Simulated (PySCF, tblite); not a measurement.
**C₅H₁₁BN₂: geometry, infrared bands and NMR shifts**

Wanted: the infrared bands and NMR shifts of C₅H₁₁BN₂ (`C#CB(N)NC(C)C`), by calculation.

Computed with tblite 0.8.0 and PySCF 2.14.0, with density-fitted response routines of our own, on a single molecule in the gas phase. Atoms count from 0, in the outputs and in this text.

### 1 The starting structure

19 atoms, charge 0, multiplicity 1; geometry from: force field or distance geometry start.

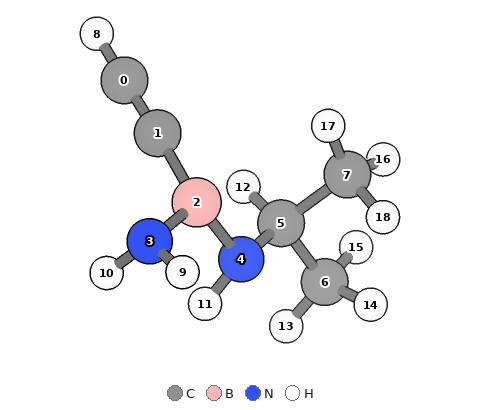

As it starts; carbon grey, boron pink, nitrogen blue, hydrogen white, atoms numbered.

### 2 Geometry optimisation with GFN2-xTB

The job: settings as JSON, then the geometry in Å.

```
{"job": {"kind": "relax", "xc": "GFN2-xTB", "basis": "xTB"}, "charge": 0, "multiplicity": 1}
C      2.296800     1.682400     1.406400
C      1.917200     0.928200     0.535800
B      1.481500    -0.076800    -0.557700
N      2.590100    -0.951400    -1.149800
N      0.158400    -0.823300    -0.327400
C     -0.847900    -0.028800     0.302300
C     -2.143000    -0.813600     0.509000
C     -1.299600     1.063800    -0.672300
H      2.600800     2.355200     2.167600
H      2.355800    -1.339400    -2.059600
H      2.811500    -1.660800    -0.403700
H      0.382200    -1.725600     0.098400
H     -0.526200     0.432200     1.272300
H     -1.986400    -1.714600     1.114100
H     -2.522100    -1.006700    -0.517900
H     -2.864900    -0.080700     0.943800
H     -2.228600     1.487900    -0.203600
H     -0.530600     1.788800    -0.894000
H     -1.654800     0.492400    -1.571000
```

On the command line:

```sh
OMP_NUM_THREADS=1 python probes_run.py task.json out
```

One launch serves the whole session: the jobs run in the order shown.

The program printed:

```text
step      E/eV     max force
  0    -633.89843    3.025
  1    -634.26628    2.061
  2    -634.44356    4.315
  3    -634.58341    3.037
  4    -634.69077    0.823
  5    -634.76845    0.774
  6    -634.88974    1.290
  7    -634.99062    1.190
  8    -635.09032    0.940
  9    -635.16368    0.608
 10    -635.21574    0.690
 11    -635.26422    0.766
 12    -635.31925    0.931
 13    -635.37986    0.863
 14    -635.43620    1.002
 15    -635.52951    0.938
 16    -635.63271    0.997
 17    -635.71102    0.757
 18    -635.69842    1.558
 19    -635.78619    0.571
 20    -635.82612    0.539
 21    -635.92499    0.591
 22    -635.94466    0.335
 23    -635.96230    0.267
 24    -635.97461    0.317
 25    -635.98713    0.229
 26    -635.99375    0.242
 27    -635.99947    0.222
 28    -636.00659    0.196
 29    -636.01507    0.403
 30    -636.02368    0.302
 31    -636.03141    0.217
 32    -636.03895    0.192
 33    -636.04387    0.198
 34    -636.05074    0.159
 35    -636.05448    0.126
 36    -636.05668    0.105
 37    -636.05810    0.093
 38    -636.05931    0.085
 39    -636.06016    0.069
 40    -636.06075    0.061
 41    -636.06134    0.070
 42    -636.06214    0.086
 43    -636.06311    0.078
 44    -636.06397    0.084
 45    -636.06456    0.068
 46    -636.06501    0.048
 47    -636.06549    0.049
 48    -636.06598    0.058
 49    -636.06641    0.046
 50    -636.06676    0.037
 51    -636.06702    0.034
 52    -636.06724    0.040
 53    -636.06745    0.047
 54    -636.06767    0.044
 55    -636.06789    0.038
 56    -636.06810    0.029
 57    -636.06829    0.029
 58    -636.06846    0.030
 59    -636.06864    0.037
 60    -636.06887    0.042
 61    -636.06916    0.040
 62    -636.06946    0.046
 63    -636.06974    0.045
 64    -636.07002    0.042
 65    -636.07040    0.057
 66    -636.07091    0.066
 67    -636.07145    0.070
 68    -636.07191    0.051
 69    -636.07226    0.040
 70    -636.07261    0.040
 71    -636.07300    0.041
 72    -636.07335    0.038
 73    -636.07356    0.029
 74    -636.07368    0.023
 75    -636.07378    0.022
 76    -636.07390    0.026
 77    -636.07402    0.027
 78    -636.07413    0.022
 79    -636.07423    0.022
 80    -636.07437    0.026
 81    -636.07454    0.033
 82    -636.07475    0.034
 83    -636.07497    0.029
 84    -636.07519    0.031
 85    -636.07539    0.033
 86    -636.07557    0.031
 87    -636.07575    0.035
 88    -636.07593    0.034
 89    -636.07612    0.033
 90    -636.07630    0.030
 91    -636.07646    0.029
 92    -636.07659    0.035
 93    -636.07673    0.041
 94    -636.07691    0.044
 95    -636.07713    0.038
 96    -636.07739    0.027
 97    -636.07761    0.025
 98    -636.07776    0.027
 99    -636.07788    0.029
100    -636.07804    0.030
101    -636.07830    0.028
102    -636.07861    0.034
103    -636.07886    0.041
104    -636.07906    0.043
105    -636.07927    0.044
106    -636.07963    0.070
107    -636.08024    0.067
108    -636.08120    0.066
109    -636.08217    0.066
110    -636.08297    0.064
111    -636.08395    0.058
112    -636.08438    0.093
113    -636.08517    0.107
114    -636.08563    0.061
115    -636.08602    0.049
116    -636.08634    0.040
117    -636.08662    0.037
118    -636.08687    0.028
119    -636.08704    0.031
120    -636.08714    0.027
121    -636.08722    0.022
122    -636.08729    0.019
123    -636.08735    0.019
124    -636.08740    0.023
125    -636.08743    0.015
126    -636.08746    0.013
127    -636.08752    0.017
128    -636.08759    0.022
129    -636.08768    0.021
130    -636.08777    0.026
131    -636.08787    0.026
132    -636.08800    0.031
133    -636.08817    0.034
134    -636.08834    0.029
135    -636.08847    0.023
136    -636.08857    0.030
137    -636.08866    0.024
138    -636.08874    0.019
139    -636.08883    0.019
140    -636.08894    0.022
141    -636.08905    0.022
142    -636.08914    0.023
143    -636.08921    0.023
144    -636.08927    0.018
145    -636.08933    0.016
146    -636.08938    0.016
147    -636.08942    0.008
```

Wall time 1.6 s (1 thread of Arm Neoverse N1, shared host).

Step by step: (not every step is listed)

```tsv
step	energy from step 0 (eV)	largest force (eV/Å)
0	0.0000	3.0247
1	-0.3679	2.0606
2	-0.5451	4.3153
3	-0.6850	3.0373
4	-0.7923	0.8226
5	-0.8700	0.7742
6	-0.9913	1.2903
7	-1.0922	1.1903
8	-1.1919	0.9400
21	-2.0266	0.5908
34	-2.1523	0.1585
47	-2.1671	0.0491
60	-2.1704	0.0421
73	-2.1751	0.0294
86	-2.1771	0.0315
99	-2.1795	0.0291
112	-2.1860	0.0933
125	-2.1890	0.0148
138	-2.1903	0.0187
142	-2.1907	0.0230
143	-2.1908	0.0226
144	-2.1908	0.0185
145	-2.1909	0.0156
146	-2.1910	0.0159
147	-2.1910	0.0084
```

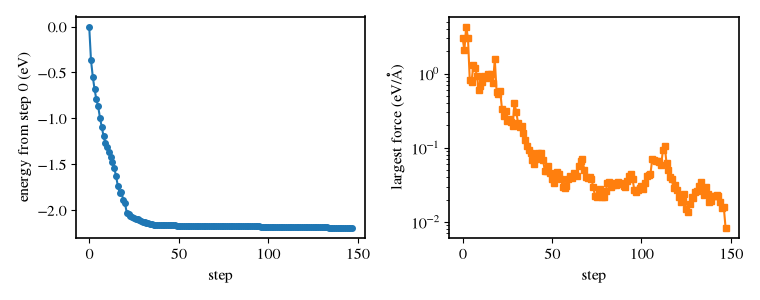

Energy and largest force along the relaxation.

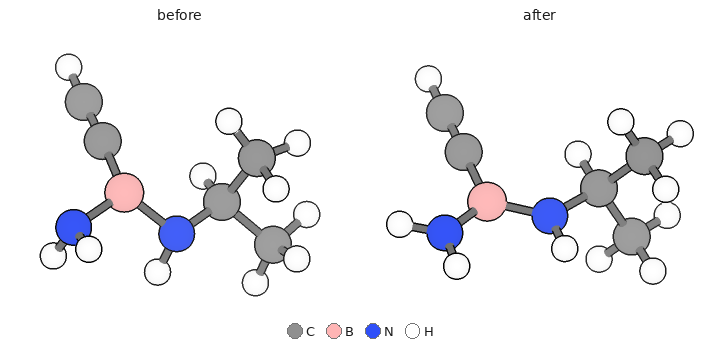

The geometry before (left) and after (right).

Close pairs (by a distance rule), those that changed most:

```tsv
bond	before (Å)	after (Å)	change (Å)
B2–N4	1.537	1.404	-0.132
B2–N3	1.531	1.408	-0.123
N3–H10	1.053	1.003	-0.050
C7–H16	1.124	1.087	-0.037
C7–H18	1.123	1.089	-0.034
C6–H15	1.117	1.087	-0.030
C5–H12	1.121	1.095	-0.026
C6–H14	1.112	1.089	-0.023
```

The final coordinates are the input of the step that follows.

### 3 Harmonic vibrations with GFN2-xTB

The job: settings as JSON, then the geometry in Å.

```
{"job": {"kind": "ir", "xc": "GFN2-xTB", "basis": "xTB"}, "charge": 0, "multiplicity": 1}
C      2.386212     1.317052     1.761924
C      2.006320     0.565896     0.903751
B      1.535609    -0.392360    -0.191372
N      2.490922    -1.161104    -0.883438
N      0.170372    -0.501465    -0.500497
C     -0.930739     0.212084     0.101018
C     -1.919778    -0.764822     0.745063
C     -1.639885     1.086761    -0.938138
H      2.717146     1.974568     2.513853
H      2.258524    -1.815386    -1.608980
H      3.473089    -1.116044    -0.685124
H     -0.127054    -1.133959    -1.228856
H     -0.506224     0.855281     0.879114
H     -1.407435    -1.380242     1.480484
H     -2.355828    -1.416164    -0.010932
H     -2.722112    -0.224133     1.240581
H     -2.439791     1.657195    -0.472911
H     -0.932040     1.779046    -1.387871
H     -2.067110     0.467046    -1.725132
```

The program printed:

```text
mode    cm-1     km/mol
  1      31.9      0.02
  2      84.0      0.31
  3      95.2      0.11
  4     188.3      1.45
  5     196.5      0.13
  6     205.3      3.34
  7     233.8      0.19
  8     301.3      0.03
  9     384.7      0.88
 10     397.2    137.78
 11     407.1     45.35
 12     424.9      1.34
 13     473.6      4.81
 14     509.3     13.04
 15     517.9      0.32
 16     593.4    143.09
 17     680.0     13.99
 18     689.3     25.08
 19     703.6      0.39
 20     813.3     11.30
 21     903.2      8.30
 22     939.9      2.75
 23     967.0      0.03
 24     995.4     17.71
 25    1129.2     23.39
 26    1140.8      9.12
 27    1184.9     40.07
 28    1256.9     74.00
 29    1295.0    120.23
 30    1308.5      9.06
 31    1332.1     88.22
 32    1395.7      4.89
 33    1408.5      5.66
 34    1454.7    419.30
 35    1490.6      0.91
 36    1494.1      0.02
 37    1499.2      3.10
 38    1505.4      3.20
 39    1535.6    129.14
 40    2227.7     11.09
 41    2942.6     21.75
 42    3015.5      0.13
 43    3021.2     88.00
 44    3034.9      4.87
 45    3040.2     32.25
 46    3041.3     75.64
 47    3042.4     27.81
 48    3354.9      6.61
 49    3438.6     13.71
 50    3514.0      3.91
 51    3562.4      3.40
```

It took 1 s on 1 thread of Arm Neoverse N1, shared host.

Which atoms move in the most intense modes:

```tsv
cm⁻¹	km/mol	atoms
397	137.8	H10 29 %, H9 22 %, N3 15 %, N4 11 %
593	143.1	H11 74 %, N4 20 %
1295	120.2	B2 52 %, H11 16 %
1332	88.2	H12 39 %, B2 27 %, H11 14 %
1455	419.3	N4 35 %, B2 28 %, H11 18 %
1536	129.1	H9 40 %, H10 40 %, N3 15 %
3021	88.0	H14 46 %, H18 45 %
3041	75.6	H16 50 %, H15 29 %, H13 10 %
```

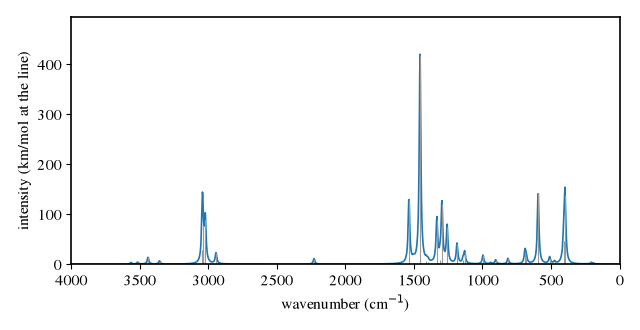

The infrared spectrum from these modes, unscaled. Lines are broadened to a width of 14 cm⁻¹ (Lorentzian).

### 4 Nuclear shieldings: PBE0/pcSseg-1

The job, as its differences from that of step 3:

```diff
@@ -1,2 +1,2 @@
-{"job": {"kind": "ir", "xc": "GFN2-xTB", "basis": "xTB"}, "charge": 0, "multiplicity": 1}
+{"job": {"kind": "nmr", "xc": "PBE0", "basis": "pcSseg-1"}, "charge": 0, "multiplicity": 1}
 C      2.386212     1.317052     1.761924
```

Level: GIAO PBE0/pcSseg-1 NMR shielding, non-relativistic, gas phase.

The program printed:

```text
coarse grid: 15464 points
cycle   1  E = -330.9657532505  dE =  9.018e-01  |g| = 6.013e-01  |ddm| = 3.735e+00
cycle   2  E = -330.9380932109  dE =  2.766e-02  |g| = 7.009e-01  |ddm| = 1.088e+00
cycle   3  E = -331.0482150743  dE = -1.101e-01  |g| = 1.876e-01  |ddm| = 6.070e-01
cycle   4  E = -331.0567629001  dE = -8.548e-03  |g| = 4.408e-02  |ddm| = 1.473e-01
cycle   5  E = -331.0571639431  dE = -4.010e-04  |g| = 1.689e-02  |ddm| = 3.731e-02
cycle   6  E = -331.0572301810  dE = -6.624e-05  |g| = 2.311e-03  |ddm| = 1.436e-02
cycle   7  E = -331.0572312469  dE = -1.066e-06  |g| = 7.345e-04  |ddm| = 2.030e-03
final grid: 148328 points
cycle   8  E = -331.1002042282  dE = -4.850e-05  |g| = 9.604e-03  |ddm| = 3.709e-02
cycle   9  E = -331.1001970689  dE =  7.159e-06  |g| = 1.124e-02  |ddm| = 1.565e-02
cycle  10  E = -331.1002259958  dE = -2.893e-05  |g| = 1.203e-03  |ddm| = 8.381e-03
cycle  11  E = -331.1002262942  dE = -2.984e-07  |g| = 5.131e-04  |ddm| = 1.182e-03
cycle  12  E = -331.1002263521  dE = -5.785e-08  |g| = 1.912e-04  |ddm| = 4.501e-04
cycle  13  E = -331.1002263610  dE = -8.888e-09  |g| = 3.536e-05  |ddm| = 1.498e-04
cycle  14  E = -331.1002263612  dE = -2.510e-10  |g| = 1.254e-05  |ddm| = 3.461e-05
converged SCF energy = -331.1002263612

GIAO shielding tensors (ppm)
atom      isotropic    diamagn.    paramagn.     s11        s22        s33       span
  0 C       89.479     262.686    -173.207     15.001     16.384    237.052    222.051
  1 C       95.556     256.996    -161.440     -7.992      0.923    293.736    301.728
  2 B       83.193     194.522    -111.329     52.826     87.583    109.169     56.343
  3 N      199.255     315.672    -116.417    144.825    205.068    247.871    103.046
  4 N      149.764     323.849    -174.085     88.039    172.051    189.203    101.164
  5 C      137.750     240.978    -103.229    119.124    134.366    159.759     40.635
  6 C      157.926     247.863     -89.937    139.076    148.561    186.141     47.064
  7 C      157.762     247.892     -90.131    138.873    148.380    186.032     47.158
  8 H       29.742      34.213      -4.472     24.801     25.279     39.145     14.344
  9 H       29.706      31.151      -1.445     23.481     27.596     38.040     14.559
 10 H       29.242      28.892       0.349     22.993     26.694     38.038     15.045
 11 H       29.764      36.185      -6.421     23.824     32.108     33.361      9.536
 12 H       27.803      32.699      -4.896     23.944     27.314     32.152      8.209
 13 H       30.329      30.519      -0.190     26.281     28.711     35.995      9.714
 14 H       30.930      30.849       0.081     28.190     29.043     35.558      7.368
 15 H       30.548      30.007       0.541     26.419     27.857     37.367     10.947
 16 H       30.553      30.043       0.510     26.421     27.861     37.376     10.954
 17 H       30.316      30.559      -0.243     26.263     28.755     35.932      9.669
 18 H       30.932      30.872       0.060     28.211     29.039     35.546      7.335
```

Wall time 71 s (1 thread of Arm Neoverse N1, shared host); peak memory 0.85 GiB.

The references, computed at this level on geometries of the same kind, shield at (ppm): 1H TMS 31.72, 13C TMS 186.9, 15N NH3 267.7, 11B BF3·OEt2 100.1. Their shielding less the atom's gives the shift. The references are single molecules in the gas phase, so shifts against H2O, NH3, PH3, H3PO4 or CFCl3 are not on the usual liquid scales and can be off by tens of ppm. Atoms listed in one row are averaged.

```tsv
atoms	environment	σ (ppm)	δ (ppm)	δ scaled to CDCl3
C0	terminal alkyne carbon	89.5	97.4	93.2
C1	alkyne carbon	95.6	91.4	87.3
C5	sp3 CH bonded to N	137.7	49.2	46.1
C6, C7	methyl carbon	157.8	29.1	26.5
H12	hydrogen on an sp3 CH bonded to N	27.80	3.91	3.79
H9, H10	hydrogen on a nitrogen bonded to B	29.47	2.24	–
H8	hydrogen on a terminal alkyne carbon	29.74	1.98	1.97
H11	hydrogen on a nitrogen bonded to C, B	29.76	1.95	–
H13, H14, H15, H16, H17, H18	hydrogen on a methyl carbon	30.60	1.12	1.16
B2	boron bonded to C, 2 N	83.2	16.9	–
N4	nitrogen bonded to C, B, H	149.8	118.0	–
N3	nitrogen bonded to B, 2 H	199.3	68.5	–
```

The scaled column applies a straight-line fit of computed shieldings to shifts measured in CDCl3 (root-mean-square error 0.16 ppm for H, 1.9 ppm for C).

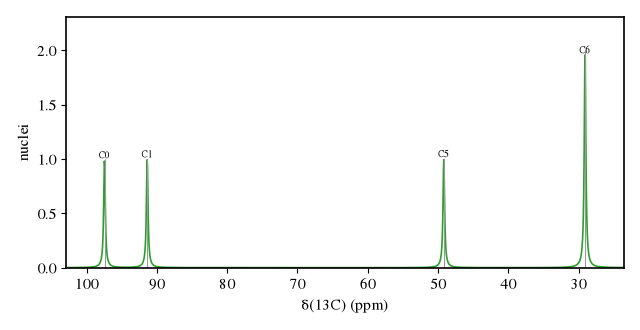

13C lines at the computed shifts, without couplings. Lines are broadened to a width of 0.27 ppm (Lorentzian).

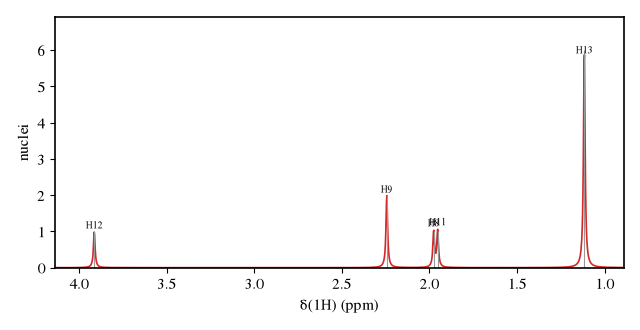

1H lines at the computed shifts, without couplings. Lines are broadened to a width of 0.01 ppm (Lorentzian).

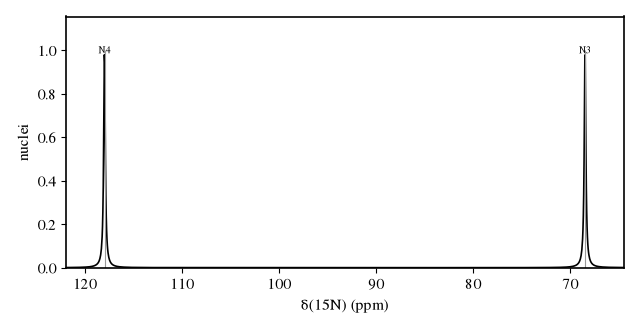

15N lines at the computed shifts, without couplings. Lines are broadened to a width of 0.20 ppm (Lorentzian).

The run also stored atomic charges by several schemes (e):

```tsv
atoms	Mulliken	IAO	Hirshfeld	ESP fit
C0	-0.28	-0.22	-0.11	-0.35
C1	-0.03	-0.14	-0.11	-0.20
B2	0.51	0.24	0.16	0.70
N3	-0.48	-0.58	-0.26	-1.10
N4	-0.50	-0.41	-0.18	-0.81
C5	-0.16	0.02	0.03	0.64
C6, C7	-0.21	-0.43	-0.12	-0.60
```

Hirshfeld charges:

C0 -0.11; C1 -0.11; B2 0.16; N3 -0.26; N4 -0.18; C5 0.03; C6 -0.12; C7 -0.12; H8 0.09; H9 0.12; H10 0.12; H11 0.12; H12 0.04; H13 0.04; H14 0.03; H15 0.04; H16 0.04; H17 0.04; H18 0.03

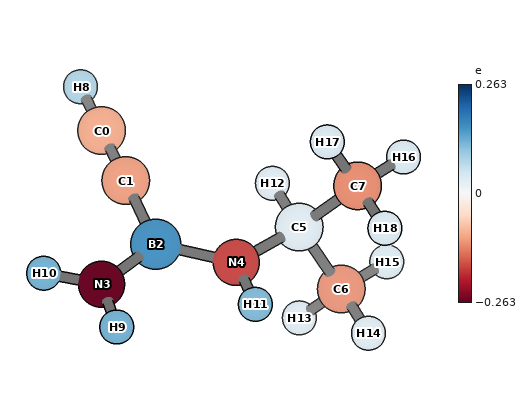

Hirshfeld charges, as colours on the atoms.

Mayer bond orders: C0–C1 2.54, C1–B2 0.91, B2–N3 1.25, B2–N4 1.20, N4–C5 0.94, C5–C6 1.03, C5–C7 1.03.

Orbitals, density, ELF and potential are computed afterwards from the orbital file.

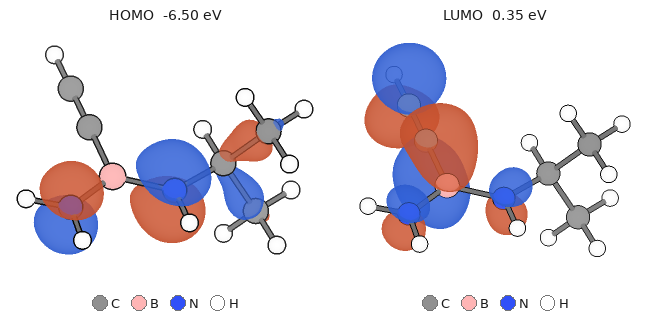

Frontier orbitals at PBE0/pcSseg-1; each surface holds 70 % of the orbital's density, blue and red mark the sign.

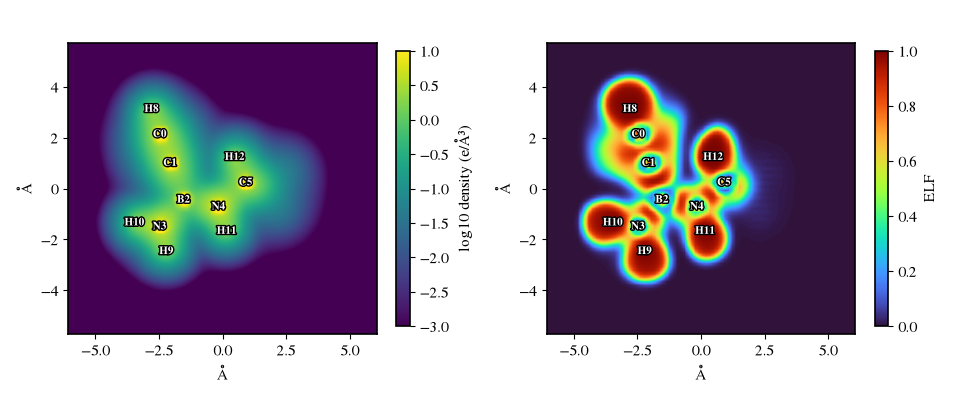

Density (left) and ELF (right) in a plane through or near 11 of the atoms.

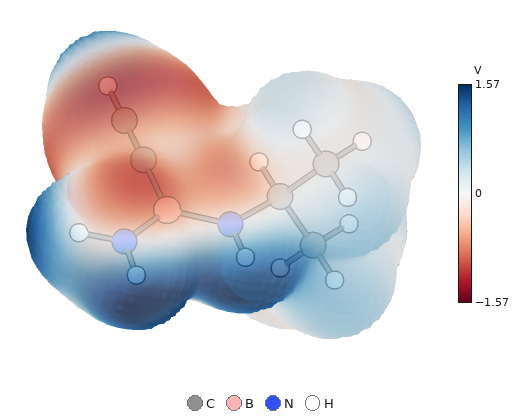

The potential that a unit positive charge feels on the 0.002 e/bohr³ surface, from -1.05 V near C1 to 1.57 V near H9.

### 5 Summary of results

```
                                                               quantity                             value
                              strongest single infrared mode (GFN2-xTB)             1455 cm⁻¹, 419 km/mol
                                           zero-point energy (GFN2-xTB)                     99.2 kcal/mol
13C shifts against TMS (PBE0/pcSseg-1, means over atoms taken as alike)        97.4, 91.4, 49.2, 29.1 ppm
 1H shifts against TMS (PBE0/pcSseg-1, means over atoms taken as alike)  3.91, 2.24, 1.98, 1.95, 1.12 ppm
                            11B shifts against BF3·OEt2 (PBE0/pcSseg-1)                          16.9 ppm
                                 15N shifts against NH3 (PBE0/pcSseg-1)                   118.0, 68.5 ppm
                                  surface potential, least and greatest                -1.05 V and 1.57 V
```

Over 147 steps the energy fell by 2.191 eV; of the close pairs, B2–N4 changed most, 1.537 to 1.404 Å. All 51 modes are real, so the xTB geometry is a minimum. The strongest single mode, at 1455 cm⁻¹, is carried by N4, B2, H11. GFN2-xTB is a fitted tight-binding method: band positions and strengths are rough. Its intensities can rank the bands wrongly. At PBE0/pcSseg-1: Shielding is most anisotropic at C1 (span 302 ppm, paramagnetic term -161 ppm).
